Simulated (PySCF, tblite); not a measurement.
# C7H12O+ (doublet): geometry, infrared bands and EPR parameters

Wanted: the infrared bands and EPR parameters of C7H12O+ (doublet) (`CC1CCC(=[O+])CC1`), by calculation.

Computed with tblite 0.8.0 and PySCF 2.14.0, with density-fitted response routines of our own, on a single molecule in the gas phase. Atoms count from 0, in the outputs and in this text.

## 1. Starting geometry

20 atoms, charge 1, multiplicity 2; geometry from: force field or distance geometry start.

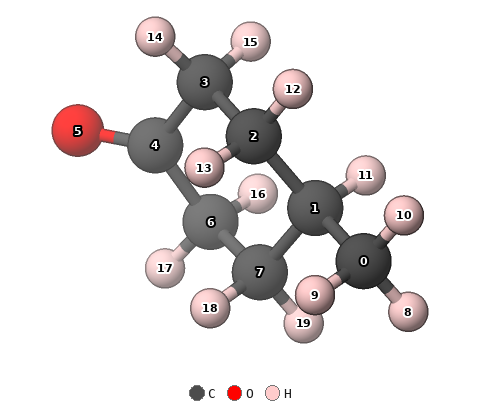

As it starts; carbon dark grey, oxygen red, hydrogen pink, atoms numbered.

## 2. Geometry optimisation with GFN2-xTB

Job settings and geometry (Å):

```
{"job": {"kind": "relax", "xc": "GFN2-xTB", "basis": "xTB"}, "charge": 1, "multiplicity": 2}
C      2.323300     0.285700     0.089900
C      0.824800     0.309900    -0.276700
C      0.018800     0.947200     0.862900
C     -1.478600     0.985200     0.524300
C     -1.965800    -0.402700     0.157300
O     -3.024100    -0.858600     0.585900
C     -1.156700    -1.130800    -0.900500
C      0.329800    -1.113600    -0.537000
H      2.909500    -0.152200    -0.720400
H      2.496100    -0.298300     1.002000
H      2.680900     1.303300     0.261200
H      0.703300     0.901100    -1.177400
H      0.352900     1.976100     1.049400
H      0.168400     0.391700     1.789500
H     -2.046400     1.337700     1.404400
H     -1.685000     1.656200    -0.291100
H     -1.331600    -0.645500    -1.859700
H     -1.513700    -2.173100    -0.964800
H      0.487900    -1.740400     0.352000
H      0.901100    -1.568200    -1.354100
```

Run with:

```
OMP_NUM_THREADS=1 python probes_run.py task.json out
```

One launch serves the whole session: the jobs run in the order shown.

Standard output:

```text
step      E/eV     max force
  0    -671.68011    3.926
  1    -671.72013    5.365
  2    -671.85214    0.883
  3    -671.86533    0.393
  4    -671.88458    0.535
  5    -671.89332    0.474
  6    -671.90132    0.238
  7    -671.90470    0.221
  8    -671.90731    0.208
  9    -671.90869    0.134
 10    -671.90984    0.075
 11    -671.91071    0.104
 12    -671.91146    0.104
 13    -671.91204    0.061
 14    -671.91253    0.050
 15    -671.91292    0.077
 16    -671.91320    0.069
 17    -671.91337    0.034
 18    -671.91345    0.020
 19    -671.91350    0.021
 20    -671.91352    0.016
 21    -671.91354    0.008
```

It took 0.15 s on 1 thread of Arm Neoverse V1, shared host.

Along the way:

| step | energy from step 0 (eV) | largest force (eV/Å) |
| --- | --- | --- |
| 0 | 0.0000 | 3.9264 |
| 1 | -0.0400 | 5.3648 |
| 2 | -0.1720 | 0.8826 |
| 3 | -0.1852 | 0.3931 |
| 4 | -0.2045 | 0.5353 |
| 5 | -0.2132 | 0.4742 |
| 6 | -0.2212 | 0.2377 |
| 7 | -0.2246 | 0.2208 |
| 8 | -0.2272 | 0.2082 |
| 9 | -0.2286 | 0.1340 |
| 10 | -0.2297 | 0.0748 |
| 11 | -0.2306 | 0.1040 |
| 12 | -0.2314 | 0.1045 |
| 13 | -0.2319 | 0.0608 |
| 14 | -0.2324 | 0.0496 |
| 15 | -0.2328 | 0.0771 |
| 16 | -0.2331 | 0.0688 |
| 17 | -0.2333 | 0.0344 |
| 18 | -0.2333 | 0.0202 |
| 19 | -0.2334 | 0.0206 |
| 20 | -0.2334 | 0.0159 |
| 21 | -0.2334 | 0.0081 |

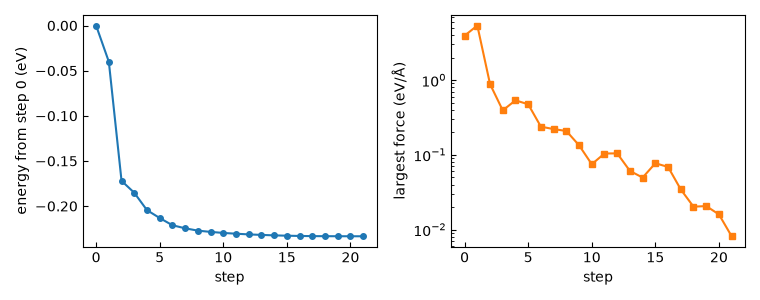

Energy and largest force along the relaxation.

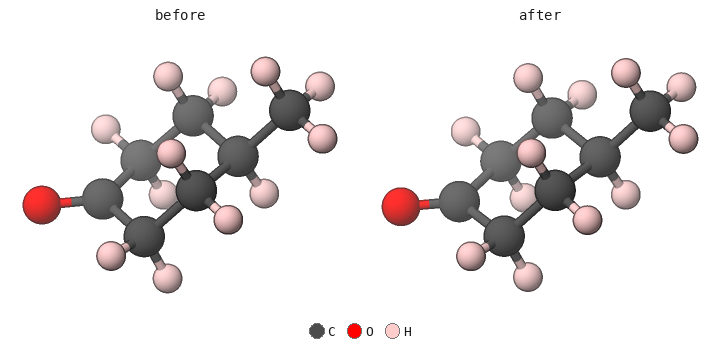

Before and after, at one scale.

Distances of close pairs at the start and the end, largest changes first:

| bond | before (Å) | after (Å) | change (Å) |
| --- | --- | --- | --- |
| C4–O5 | 1.229 | 1.178 | -0.051 |
| C2–C3 | 1.536 | 1.507 | -0.029 |
| C0–C1 | 1.543 | 1.516 | -0.026 |
| C6–C7 | 1.530 | 1.506 | -0.024 |
| C3–H15 | 1.076 | 1.094 | +0.018 |
| C3–C4 | 1.516 | 1.532 | +0.016 |
| C4–C6 | 1.518 | 1.532 | +0.014 |
| C3–H14 | 1.105 | 1.093 | -0.012 |

The end geometry stands in the next job.

## 3. Harmonic vibrations with GFN2-xTB

Job settings and geometry (Å):

```
{"job": {"kind": "ir", "xc": "GFN2-xTB", "basis": "xTB"}, "charge": 1, "multiplicity": 2}
C      2.332047     0.293849     0.088672
C      0.862905     0.324781    -0.285780
C      0.005345     0.906520     0.851183
C     -1.465280     0.953364     0.527691
C     -2.043171    -0.417139     0.158956
O     -3.050228    -0.857307     0.583172
C     -1.151504    -1.115131    -0.873263
C      0.308510    -1.093653    -0.502663
H      2.927606    -0.135308    -0.714192
H      2.496910    -0.290080     0.990386
H      2.711134     1.299969     0.254421
H      0.723610     0.918266    -1.193430
H      0.347309     1.935679     1.010214
H      0.179851     0.358579     1.779876
H     -2.047097     1.305771     1.383656
H     -1.658956     1.598938    -0.334535
H     -1.325878    -0.592106    -1.818623
H     -1.524564    -2.139911    -0.950627
H      0.493703    -1.714413     0.376849
H      0.872600    -1.529991    -1.334997
```

Standard output:

```text
mode    cm-1     km/mol
  1      48.0      4.71
  2     177.2      0.54
  3     194.5      0.95
  4     202.1      0.00
  5     304.2      0.91
  6     351.3      1.26
  7     425.9      6.18
  8     427.4      1.91
  9     436.3      1.85
 10     488.0      2.56
 11     647.9      5.62
 12     752.2     16.69
 13     766.6      7.70
 14     841.5      8.86
 15     854.2      6.99
 16     882.4     14.77
 17     882.6     10.66
 18     915.6     14.01
 19     957.3      6.38
 20    1003.3     36.77
 21    1037.0      6.49
 22    1047.6     23.78
 23    1091.0     14.98
 24    1096.8      4.77
 25    1103.3     15.26
 26    1153.3    151.86
 27    1171.8      7.11
 28    1177.8      3.25
 29    1228.6     47.79
 30    1243.8      1.66
 31    1248.8    162.64
 32    1267.2      1.07
 33    1273.9     18.93
 34    1321.9     26.18
 35    1380.0     35.71
 36    1380.6      6.00
 37    1399.5     23.36
 38    1408.2    101.39
 39    1410.8    100.51
 40    1437.3      8.36
 41    1463.3     88.73
 42    1845.3    562.79
 43    2918.1     66.21
 44    2920.1      1.49
 45    2954.6     15.17
 46    2958.6      4.91
 47    2961.5     10.81
 48    2973.1     17.97
 49    2973.5     16.01
 50    2989.5      4.76
 51    2993.2     10.57
 52    3030.8      0.08
 53    3045.1     43.09
 54    3056.3     12.96
```

Wall time 0.68 s (1 thread of Arm Neoverse V1, shared host).

Which atoms move in the most intense modes:

```
cm⁻¹  km/mol                                 atoms
1153   151.9  H19 15 %, H12 15 %, C1 13 %, C2 11 %
1229    47.8                     H11 42 %, C1 11 %
1249   162.6  H17 22 %, H14 22 %, C6 14 %, C3 13 %
1408   101.4                     H10 14 %, H8 14 %
1411   100.5                     H10 19 %, H8 19 %
1463    88.7            H10 33 %, H8 33 %, H9 26 %
1845   562.8                      C4 59 %, O5 41 %
2918    66.2                    H12 46 %, H19 46 %
```

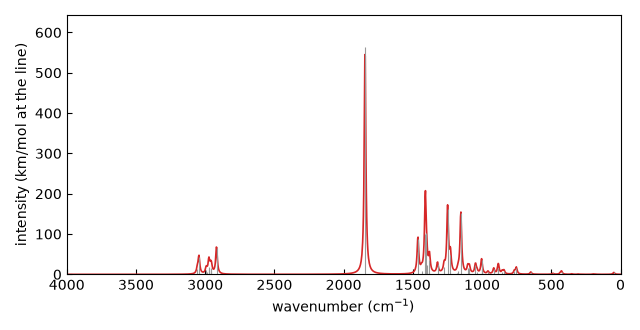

The infrared spectrum from these modes, unscaled. Lines are broadened to a width of 14 cm⁻¹ (Lorentzian).

## 4. EPR parameters: B3LYP/pcH-1

Same as in step 3 but for these lines:

```diff
@@ -1,2 +1,2 @@
-{"job": {"kind": "ir", "xc": "GFN2-xTB", "basis": "xTB"}, "charge": 1, "multiplicity": 2}
+{"job": {"kind": "epr", "basis": "pcH-1"}, "charge": 1, "multiplicity": 2}
 C      2.332047     0.293849     0.088672
```

Method: UKS B3LYP, pcH-1 on C H O, non-relativistic, mean-field spin-orbit, GIAO.

Standard output:

```text
UKS, coarse grid
  cycle   1  E = -348.76587561  |g| = 5.68e-01
  cycle   2  E = -348.16165134  |g| = 1.37e+00
  cycle   3  E = -348.86943566  |g| = 2.47e-01
  cycle   4  E = -348.89536671  |g| = 1.31e-01
  cycle   5  E = -348.90304868  |g| = 3.81e-02
  cycle   6  E = -348.90359301  |g| = 2.16e-02
  cycle   7  E = -348.90382560  |g| = 8.47e-03
  cycle   8  E = -348.90387293  |g| = 2.53e-03
  cycle   9  E = -348.90387762  |g| = 8.68e-04
UKS, final grid
  cycle   1  E = -348.90396949  |g| = 1.71e-03
  cycle   2  E = -348.90396052  |g| = 5.08e-03
  cycle   3  E = -348.90397089  |g| = 3.47e-04
  cycle   4  E = -348.90397095  |g| = 1.65e-04
  cycle   5  E = -348.90397098  |g| = 9.52e-05
  cycle   6  E = -348.90397098  |g| = 1.81e-05
E = -348.90397098 Eh   <S^2> = 0.7547 (exact 0.7500)
g shifts (ppm)      1          2          3
  rmc          -255       -255       -255
  gc             39         -7         31
  oz_so       -1676        340       5685
  total       -1891         78       5461
hyperfine (MHz)  atom isotope    a_iso     a_fc   dipolar eigenvalues
    0   13C      -1.49      -1.49     -0.34     -0.03      0.37
    1   13C      -0.83      -0.83     -4.36     -3.07      7.43
    2   13C       1.08       1.08     -5.64     -5.18     10.82
    3   13C      33.39      33.39    -18.47    -17.73     36.20
    4   13C     -64.71     -64.71    -21.76     -3.28     25.04
    5   17O     -30.71     -30.71   -160.41     73.39     87.01
    6   13C      33.40      33.40    -18.47    -17.73     36.20
    7   13C       1.07       1.07     -5.64     -5.17     10.81
    8    1H       1.31       1.31     -1.02     -0.55      1.57
    9    1H      -0.10      -0.10     -1.09     -0.58      1.68
   10    1H       1.30       1.30     -1.02     -0.55      1.57
   11    1H      -2.34      -2.34     -1.94     -1.00      2.94
   12    1H     123.44     123.44     -4.14     -3.20      7.34
   13    1H       5.27       5.27     -2.94     -1.41      4.35
   14    1H      19.81      19.81     -9.37      1.91      7.46
   15    1H       2.63       2.63     -7.49     -1.83      9.32
   16    1H       2.61       2.61     -7.49     -1.83      9.32
   17    1H      19.81      19.81     -9.37      1.91      7.46
   18    1H       5.30       5.30     -2.94     -1.41      4.36
   19    1H     123.42     123.42     -4.14     -3.20      7.34
```

Wall time 99 s (1 thread of Arm Neoverse V1, shared host); peak memory 1.1 GiB.

Principal g values 2.00043, 2.00240, 2.00778; g(iso) = 2.00354, against 2.00232 for a free electron.

Hyperfine couplings; where a row names several nuclei, a(iso) is their mean (it holds for fast rotation or exchange) and the dipolar term the largest among them:

| nuclei | isotope | a(iso) (MHz) | a(iso) (G, at g = 2.0023) | largest dipolar term (MHz) |
| --- | --- | --- | --- | --- |
| H12, H19 | 1H | 123.4 | 44.0 | 7.3 |
| C4 | 13C | -64.7 | -23.1 | 25.0 |
| C3, C6 | 13C | 33.4 | 11.9 | 36.2 |
| O5 | 17O | -30.7 | -11.0 | -160.4 |
| H14, H17 | 1H | 19.8 | 7.1 | -9.4 |
| H13, H18 | 1H | 5.3 | 1.9 | 4.4 |
| H15, H16 | 1H | 2.6 | 0.9 | 9.3 |
| H11 | 1H | -2.3 | -0.8 | 2.9 |
| C0 | 13C | -1.5 | -0.5 | 0.4 |
| C2, C7 | 13C | 1.1 | 0.4 | 10.8 |
| H8, H9, H10 | 1H | 0.8 | 0.3 | 1.7 |
| C1 | 13C | -0.8 | -0.3 | 7.4 |

Mulliken spin populations:

C0 0.00; C1 0.02; C2 0.02; C3 0.14; C4 -0.01; O5 0.53; C6 0.14; C7 0.02; H8 0.00; H9 0.00; H10 0.00; H11 0.00; H12 0.05; H13 0.00; H14 0.01; H15 0.00; H16 0.00; H17 0.01; H18 0.00; H19 0.05

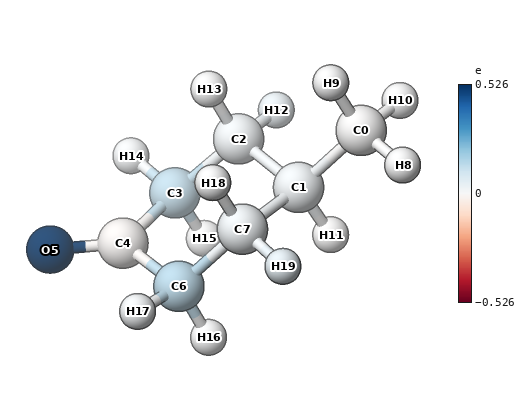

Mulliken spin populations, as colours on the atoms.

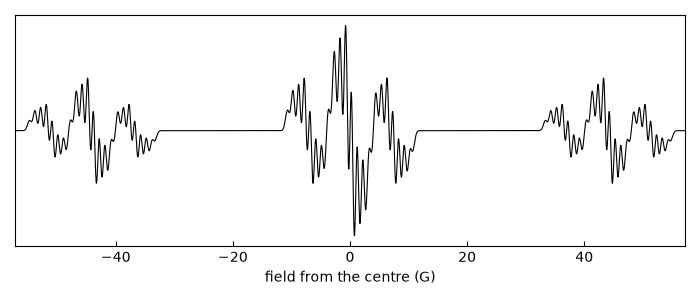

First-order isotropic spectrum (first derivative, main isotopes with spin only, couplings over 0.8 MHz, Gaussian width 0.3 G; couplings of the frozen geometry, rotation of groups not averaged beyond the rows shown).

Orbitals, density, ELF and potential are computed afterwards from the orbital file.

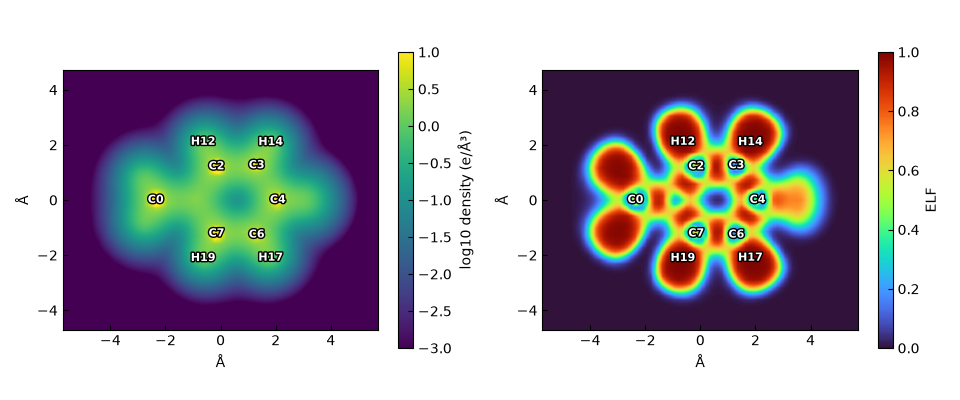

Density (left) and ELF (right) in a plane through or near 10 of the atoms.

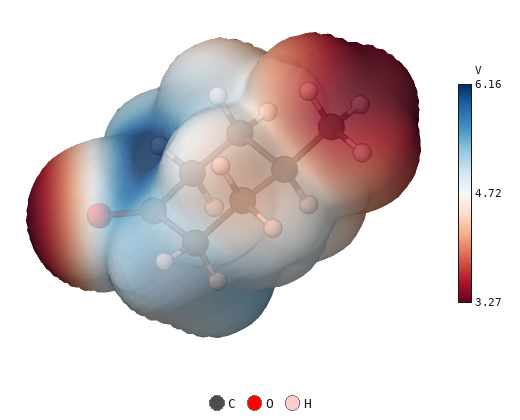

The potential that a unit positive charge feels on the 0.002 e/bohr³ surface, from 3.27 V near O5 to 6.16 V near C4.

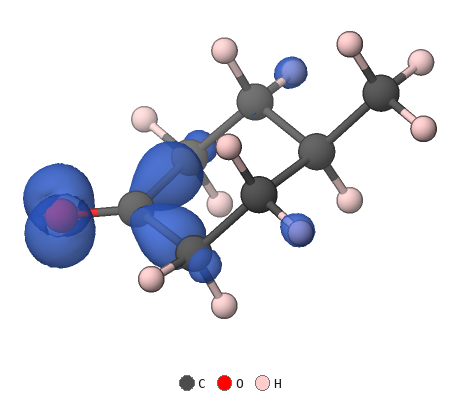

Spin density at ±0.07 e/Å³ (alpha excess blue, beta excess red).

## 5. Summary of results

| quantity | value |
| --- | --- |
| strongest single infrared mode (GFN2-xTB) | 1845 cm⁻¹, 563 km/mol |
| zero-point energy (GFN2-xTB) | 108.0 kcal/mol |
| g(iso) (B3LYP) | 2.00354 |
| ⟨S²⟩ | 0.755 (exact 0.75) |
| largest a(iso) (averaged by class) | 1H on H12, H19, 123.4 MHz |

**Reading.** The optimisation took 21 steps and gained 0.233 eV; among the close pairs (by a distance rule), C4–O5 changed most, from 1.229 to 1.178 Å. All 54 modes are real, so the xTB geometry is a minimum. The strongest single mode, at 1845 cm⁻¹, moves mainly C4 and O5. GFN2-xTB is a fitted tight-binding method: band positions and strengths are rough. Its intensities can rank the bands wrongly. The largest share of the spin, 0.53 e, sits on O5. The isotropic g lies 1.2 ppt above the free-electron value. These values are for one conformer; the search (at its own cheap level) found 1 more, at 1.19 kcal/mol, and measured spectra average over such forms.
